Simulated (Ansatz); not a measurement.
## Electronic structure of F$_{2}$HSi$_{2}$ (SMILES F[Si](F)=[SiH-]) (charge −1) in real space

```xyz
5

F     1.9718   -0.7154   -0.2547
F     0.2605   -1.9686    1.0735
Si    0.3231   -1.0358   -0.3220
Si   -1.1615   -0.4125   -1.7674
H    -2.0181   -1.2513   -0.7811
```

Geometry: r2SCAN-D4/def2-SVPD.

Level of theory: isolated molecule in a Gaussian basis; Kohn-Sham density functional theory, functional PBE0 in Ansatz 0.2.0.

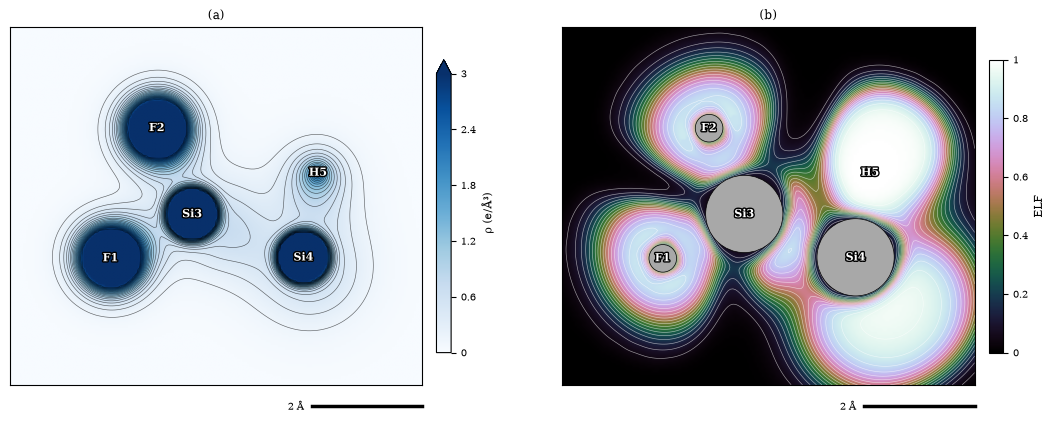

Figure 1. (a) total electron density; (b) electron localisation function on the molecular plane. Grey discs cover the atomic cores in the ELF map.

### Interpret the plot.

- The section cuts through F, Si and H sites.
- Si–F (1.68 Å): ρ is about 0.98 e/Å³ halfway; the ELF peaks at about 0.85 in the valence shell of F, 0.6 Å from its nucleus, and is about 0.55 at the midpoint.
- Si–Si (2.16 Å): ρ at the midpoint is about 0.61 e/Å³; the ELF peaks at about 0.80 between the atoms; a shared electron pair.
- Si–H (1.55 Å): the density is about 0.67 e/Å³ at the midpoint; the ELF climbs to about 1 towards the hydrogen, as it does in any bond to H.
- The ELF also peaks beside Si4, F1 and F2, away from the bonds: lone-pair regions.

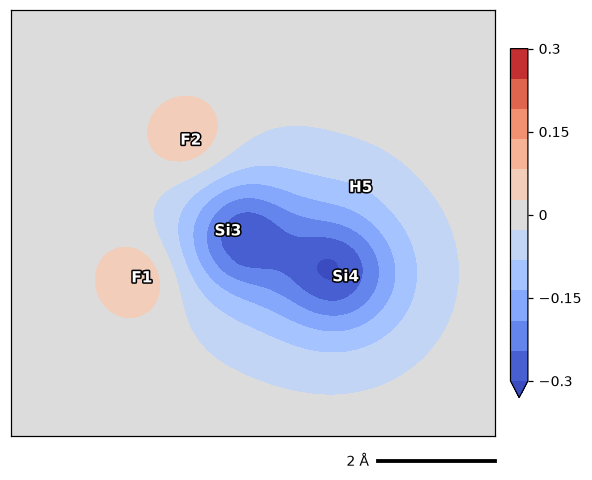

Figure 2. The HOMO on a plane 0.8 Å above the molecular plane (values in Å⁻³ᐟ²; the overall sign is arbitrary).

### What is the character of this orbital?

By Hirshfeld shares it lies mainly on Si4 (about 50 %) and Si3 (about 40 %); it changes sign across the molecular plane (π type); π-bonding across Si3–Si4. Its energy is −0.42 eV.

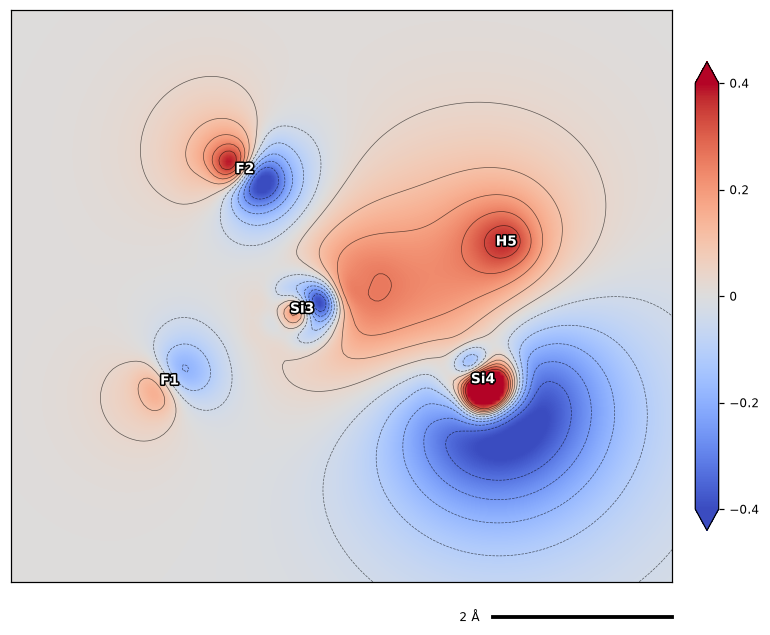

Figure 3. The HOMO−1 on the molecular plane (values in Å⁻³ᐟ²; the overall sign is arbitrary).

### What is the character of this orbital?

By Hirshfeld shares it lies mainly on Si4 (about 75 %), Si3 (about 15 %) and H5 (about 10 %); it is symmetric in the molecular plane (an in-plane orbital: σ, lone-pair or in-plane π type). Its energy is −2.17 eV.
